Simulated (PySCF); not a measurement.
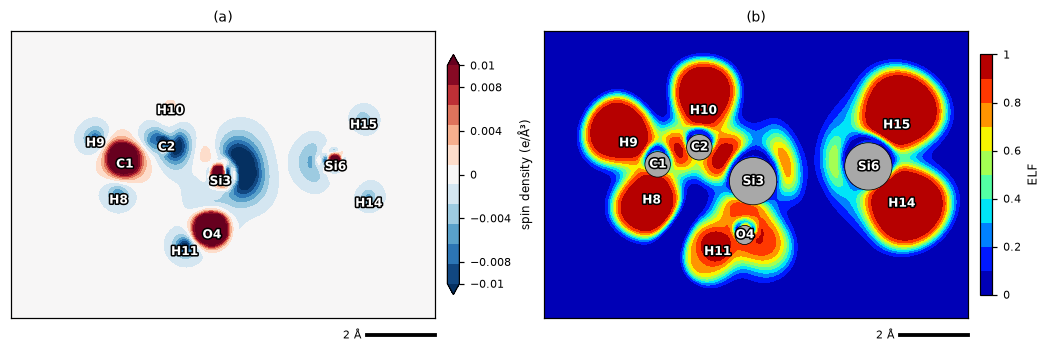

Figure. C2H10OSi4 (SMILES [CH2+][CH][Si]1(O)[SiH2][SiH2][SiH2]1) (charge +1, doublet). (a) spin density; (b) ELF on the plane of atoms C2, Si3 and O4. Grey discs cover the atomic cores in the ELF map.

Geometry: GFN2-xTB.

Theory: UKS B3LYP, pcH-1 on C H O Si, non-relativistic, mean-field spin-orbit, GIAO (PySCF).

| atom | x (Å) | y (Å) | z (Å) |
| --- | --- | --- | --- |
| C | 3.2836 | 0.0182 | -0.1110 |
| C | 2.0522 | -0.2406 | -0.5454 |
| Si | 0.4671 | 0.1438 | 0.3830 |
| O | 0.7229 | 0.8196 | 1.8242 |
| Si | -1.3767 | 1.5264 | -0.5090 |
| Si | -2.9370 | -0.2091 | 0.0766 |
| Si | -1.1728 | -1.6671 | 0.8185 |
| H | 3.4762 | 0.4891 | 0.8405 |
| H | 4.1585 | -0.2287 | -0.6903 |
| H | 1.9481 | -0.7129 | -1.5142 |
| H | 1.5374 | 0.9780 | 2.2975 |
| H | -1.1022 | 1.8158 | -1.9209 |
| H | -1.4689 | 2.8504 | 0.1114 |
| H | -3.9017 | 0.1538 | 1.1204 |
| H | -3.7575 | -0.7260 | -1.0242 |
| H | -0.7943 | -2.8393 | 0.0218 |
| H | -1.1420 | -2.1593 | 2.1979 |

Q: What does the map show?

A: The plane passes through C, Si, O and H nuclei.
C–C (1.33 Å): the ELF peaks at about 0.90 between the atoms; a short, multiple covalent bond.
Si–O (1.61 Å): the ELF peaks at about 0.85 between the atoms; a polar covalent bond.
C–Si (1.88 Å): the ELF peaks at about 0.95 between the atoms; localised, covalent bonding.
O–H (0.96 Å): the ELF climbs to about 1 towards the hydrogen, as it does in any bond to H (a covalent bond by its length).
C–H (1.08 Å): the ELF climbs to about 1 towards the hydrogen.
The unpaired spin (1 electron) lies mostly on Si7 (about 0.2), Si5 (about 0.2), Si3 (about 0.2), O4 (about 0.1) and C1 (about 0.1), in electrons by Hirshfeld's partition.
